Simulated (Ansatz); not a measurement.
# PH2F (phosphinous fluoride(8ci,9ci)) at 6 levels

We compute a comparison of 6 runs (B2PLYP/STO-3G, B3LYP/STO-3G, r2SCAN/STO-3G, r2SCAN0/STO-3G, MP2/STO-3G, UCCSD(T)/STO-3G) of PH2F (phosphinous fluoride(8ci,9ci)). 

The calculation is run with Ansatz 0.2.0.

50 further runs of the same task are left out: 50 set aside as unsound or not needed.

## (1) The structure to begin with

PH2F: 4 atoms, total charge 0, spin state singlet. SMILES: `FP`. The H3–P2 distance was set to 2.812 Å, away from the relaxed value. At this shape a bond of the SMILES string is far longer than usual.

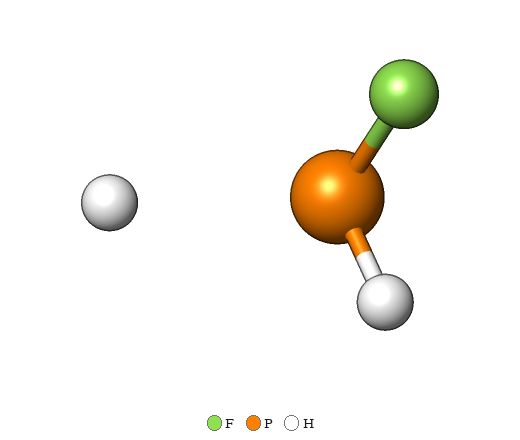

The structure, seen from a chosen angle (fluorine green, phosphorus orange, hydrogen white).

## (2) The energy at B2PLYP/STO-3G (run 1)

input.yaml reads:

```yaml
crystal:
  periodic: [false, false, false]
  atoms:
    - {symbol: F, position_ang: [2.142420, -0.274490, -0.572770]}
    - {symbol: P, position_ang: [0.909850, -1.312420, -0.829780]}
    - {symbol: H, position_ang: [-1.053910, 0.574260, -0.129560]}
    - {symbol: H, position_ang: [0.947280, -1.817370, 0.481790]}
basis:
  gaussian:
    orbitals: STO-3G
hamiltonian:
  xc: {name: B2PLYP}
correlation:
  frozen_orbitals: {F: 1, H: 0, P: 5}
accuracy: high
```

Launch:

```bash
$ ansatz run input.yaml --threads 1 --pin off --max-ram 2610MiB --events-out events.jsonl --progress --plain --runs-dir runs
```

The program printed:

```text
Warning: RAYON_NUM_THREADS=1 ignored (pool sized by the plan → 1); use --threads N
Functional definition: B2PLYP
  name "B2PLYP"
  parameter a = 0.53
  parameter c = 0.27
  exchange = (1 - a)*b88_x + a*exact_x
  correlation = (1 - c)*lyp_c + c*(mp2_os + mp2_ss)
266 factors; integrals over basis functions are off by at most 2.6e-8 eV
mean field evaluation 1: about -11872.2682 eV, gradient 2.5e1 eV
mean field evaluation 2: about -11872.2802 eV, gradient 2.5e1 eV
mean field evaluation 4: about -11877.5561 eV, gradient 1.2e1 eV
mean field evaluation 8: about -11878.7132 eV, gradient 1.7e0 eV
mean field evaluation 16: about -11878.7271 eV, gradient 5.7e-5 eV
mean field -11878.72710889 eV, -436.5351695612 hartree, gradient 5.0e-8 eV, S^2 0.000000; 0 other end points of the search recorded, 0 dependent functions left out; unrestricted orbitals would lower it
6 core orbitals not correlated: weight in the atoms' cores, before any rotation towards them, 1.000 or more for the frozen orbitals, at most 0.000 for the correlated occupied ones
reference -11878.72712376 eV, -436.5351701077 hartree; 7, 7 occupied and 3, 3 virtual orbitals, 266 factors
second order -5.73720114 eV of doubles, -0.00000000 eV of singles
Total energy: -11880.27616806 eV, -436.5920964360 hartree
```

It took 0.91 s on 1 thread of Arm Neoverse V2, shared host.

## (3) A single-point energy at B3LYP/STO-3G (run 2)

run.yaml reads:

```yaml
crystal:
  periodic: [false, false, false]
  atoms:
    - {symbol: F, position_ang: [2.142420, -0.274490, -0.572770]}
    - {symbol: P, position_ang: [0.909850, -1.312420, -0.829780]}
    - {symbol: H, position_ang: [-1.053910, 0.574260, -0.129560]}
    - {symbol: H, position_ang: [0.947280, -1.817370, 0.481790]}
basis:
  gaussian: {orbitals: STO-3G}
hamiltonian: {xc: {name: B3LYP}}
accuracy: high
```

Launch:

```bash
$ ansatz run run.yaml --threads 1 --pin off --max-ram 2610MiB --events-out events.jsonl --progress --plain --runs-dir runs
```

The program printed:

```text
Warning: RAYON_NUM_THREADS=1 ignored (pool sized by the plan → 1); use --threads N
Functional definition: B3LYP
  name "B3LYP"
  parameter a0 = 0.2
  parameter ax = 0.72
  parameter ac = 0.81
  exchange = (1 - a0 - ax)*slater_x + ax*b88_x + a0*exact_x
  correlation = (1 - ac)*vwn_rpa_c + ac*lyp_c
266 factors; integrals over basis functions are off by at most 2.6e-8 eV
mean field evaluation 1: about -11880.1689 eV, gradient 2.5e1 eV
mean field evaluation 2: about -11872.3207 eV, gradient 2.9e1 eV
mean field evaluation 4: about -11886.6180 eV, gradient 1.1e1 eV
mean field evaluation 8: about -11887.4541 eV, gradient 2.4e0 eV
mean field -11887.48479391 eV, -436.8570085494 hartree, gradient 2.1e-8 eV, S^2 0.000000; 0 other end points of the search recorded, 0 dependent functions left out
reference -11887.48481699 eV, -436.8570093979 hartree; 13, 13 occupied and 3, 3 virtual orbitals, 266 factors
Total energy: -11887.48481699 eV, -436.8570093979 hartree
```

Wall time 0.74 s (1 thread of Arm Neoverse V2, shared host).

Run 3 isn't shown in full; the table further down has it.

## (4) The energy at r2SCAN0/STO-3G (run 4)

in.yaml reads:

```yaml
basis:
  gaussian:
    orbitals: STO-3G
crystal:
  periodic: [false, false, false]
  atoms:
    - {symbol: F, position_ang: [2.142420, -0.274490, -0.572770]}
    - {symbol: P, position_ang: [0.909850, -1.312420, -0.829780]}
    - {symbol: H, position_ang: [-1.053910, 0.574260, -0.129560]}
    - {symbol: H, position_ang: [0.947280, -1.817370, 0.481790]}
hamiltonian:
  xc: {name: r2SCAN0}
accuracy: high
magnetization:
  spin_polarized: false
  initial_magnetization: 0
```

Launch:

```bash
$ ansatz run in.yaml --threads 1 --pin off --max-ram 2610MiB --events-out events.jsonl --progress --plain --runs-dir runs
```

The program printed:

```text
Warning: RAYON_NUM_THREADS=1 ignored (pool sized by the plan → 1); use --threads N
Functional definition: r2SCAN0
  name "r2SCAN0"
  parameter a = 0.25
  parameter k0 = 0.174
  parameter k1 = 0.065
  parameter a1 = 4.9479
  exchange = (1 - a)*r2scan_x(k0 = k0, k1 = k1, a1 = a1) + a*exact_x
  correlation = r2scan_c
266 factors; integrals over basis functions are off by at most 2.6e-8 eV
mean field evaluation 1: about -11878.9699 eV, gradient 2.4e1 eV
mean field evaluation 2: about -11871.9953 eV, gradient 2.7e1 eV
mean field evaluation 4: about -11885.7138 eV, gradient 5.4e0 eV
mean field evaluation 8: about -11885.7629 eV, gradient 4.5e0 eV
mean field evaluation 16: about -11885.8662 eV, gradient 3.0e-8 eV
mean field -11885.86621343 eV, -436.7975268142 hartree, gradient 3.0e-8 eV, S^2 0.000000; 0 other end points of the search recorded, 0 dependent functions left out
reference -11885.86621370 eV, -436.7975268240 hartree; 13, 13 occupied and 3, 3 virtual orbitals, 266 factors
Total energy: -11885.86621370 eV, -436.7975268240 hartree
```

Run time: 1.7 s. Hardware: 1 thread of Arm Neoverse V2, shared host; peak memory 0.12 GiB.

Run 5 isn't shown in full; the table further down has it.

## (5) The energy at UCCSD(T)/STO-3G (run 6)

job.yaml reads:

```yaml
crystal:
  periodic: [false, false, false]
  atoms:
    - {symbol: F, position_ang: [2.142420, -0.274490, -0.572770]}
    - {symbol: P, position_ang: [0.909850, -1.312420, -0.829780]}
    - {symbol: H, position_ang: [-1.053910, 0.574260, -0.129560]}
    - {symbol: H, position_ang: [0.947280, -1.817370, 0.481790]}
basis:
  gaussian: {orbitals: STO-3G}
magnetization: {spin_polarized: true}
correlation: {method: ccsd_t, frozen_orbitals: {F: 1, H: 0, P: 5}}
accuracy: high
scf: {omitted_lower_state_checks: [cluster_reference, increment]}
```

Launch:

```bash
$ ansatz run job.yaml --threads 1 --pin off --max-ram 2610MiB --events-out events.jsonl --progress --plain --runs-dir runs
```

The program printed, cut to the lines that bear on the results:

```text
Warning: RAYON_NUM_THREADS=1 ignored (pool sized by the plan → 1); use --threads N
Functional definition: HF
  name "HF"
[...]
266 factors; integrals over basis functions are off by at most 2.6e-8 eV
[...]
mean field -11863.05046786 eV, -435.9590636294 hartree, gradient 2.4e-8 eV, S^2 0.975909; 5 other end points of the search recorded, 0 dependent functions left out
6 core orbitals not correlated: weight in the atoms' cores, before any rotation towards them, 1.000 or more for the frozen orbitals, at most 0.000 for the correlated occupied ones
reference -11863.05046786 eV, -435.9590636294 hartree; 7, 7 occupied and 3, 3 virtual orbitals, 266 factors
second order -1.15744157 eV of doubles, -0.00000000 eV of singles
cycle   1  -1.42237146 eV  change   -2.6e-1 eV  update   6.4e-2
[...]
cycle  35  -1.69839768 eV  change   4.3e-10 eV  update  2.5e-10
perturbative correction -0.06858967 eV, -0.0025206238 hartree
Total energy: -11864.81745520 eV, -436.0239992165 hartree
Checks for a lower state left out: cluster_reference, increment
```

Run time: 0.22 s. Hardware: 1 thread of Arm Neoverse V2, shared host.

## (6) Overview of the runs

```tsv
run	level	frozen core orbitals	energy (Eh)	wall time
1	B2PLYP/STO-3G	6	-436.592096	0.91 s
2	B3LYP/STO-3G	–	-436.857009	0.74 s
3	r2SCAN/STO-3G	–	-436.823173	1.8 s
4	r2SCAN0/STO-3G	–	-436.797527	1.7 s
5	MP2/STO-3G	6	-435.948204	0.08 s
6	UCCSD(T)/STO-3G	6	-436.023999	0.22 s
```

## (7) What came out

```
                                          quantity          value
                               run 6: total energy  -436.02400 Eh
run 6: correlation energy (6 core orbitals frozen)      -64.9 mEh
                             run 6: (T) correction      -2.52 mEh
          run 6: ⟨S²⟩ of the reference determinant          0.976
                              run 6: T1 diagnostic          0.025
```

Totals of different functionals can't be ranked against each other. In runs 1, 5 the log says that unrestricted orbitals would lower the reference, so the values rest on an unstable closed-shell determinant (other closed-shell runs at this shape may share the fault). In runs 1, 2, 3, 4, 5, 6 the basis is minimal, so the values are rough. In runs 1, 2, 3, 4, 5 a closed-shell determinant meets a far-stretched bond, which it describes badly. Spin contamination of the reference: run 6 ⟨S²⟩ = 0.98. Where it is this large, the reference is a mixture of spin states, and values that rest on it are in doubt. All runs together took 5.5 s, the longest 1.8 s.
